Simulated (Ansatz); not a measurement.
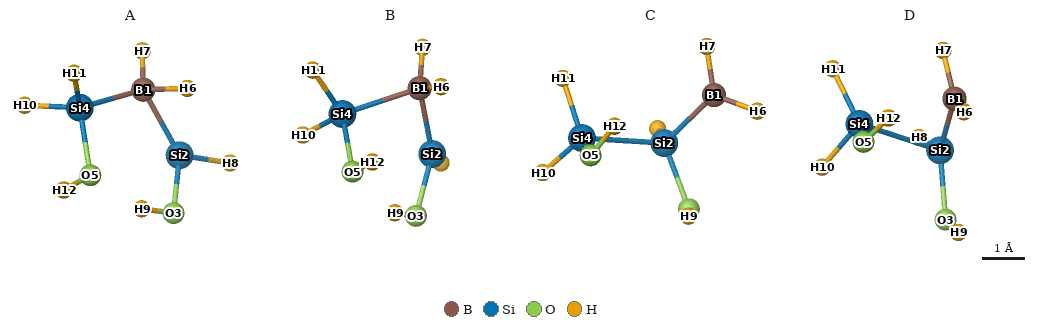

4 geometries from one relaxation of BSi$_{2}$H$_{7}$O$_{2}$ (coarse preliminary run), in shuffled order. A ball-and-stick model, seen at a tilt.

The start comes from a force field.

The calculation used RKS PBE-D4/def2-SVP in Ansatz 0.2.0. Settings: force threshold 0.03 eV/Å; at most 200 steps.

Put them in the order of the run, from the start to the converged end.

Answer. C, D, B, A. They are steps 0, 15, 32, 55, at +1.534 eV, +0.753 eV, +0.149 eV relative to the last. H8 moves most after the best rigid fit: 2.41 Å. By element the largest moves are H 2.41 Å, B 1.35 Å, Si 0.95 Å, O 0.94 Å. Among the contacts that change: B1–Si4 3.383 → 1.995 Å, Si2–Si4 2.283 → 3.207 Å, Si4–O5 1.652 → 1.740 Å, Si2–H8 1.425 → 1.508 Å. New bonds form, among them: B1–Si4 (3.38 → 2.00 Å). Bonds break, among them: Si2–Si4 (2.28 → 3.21 Å). Bond angles that change, for instance: Si2–B1–H6 122.4° → 78.1°, B1–Si2–H8 110.8° → 130.5°, B1–Si2–O3 109.5° → 121.3°. Groups turn about Si4–O5 by about 110°. Over 51 accepted moves (55 points after the start) the energy falls by 1.534 eV. Largest force component: 1.9 eV/Å at the start, 0.024 eV/Å at the end. The line search rejected the trial steps at points 19, 36, 52, 54 of the run. Cost: 76 s on 4 threads of Arm Neoverse V1, with other jobs on the host.
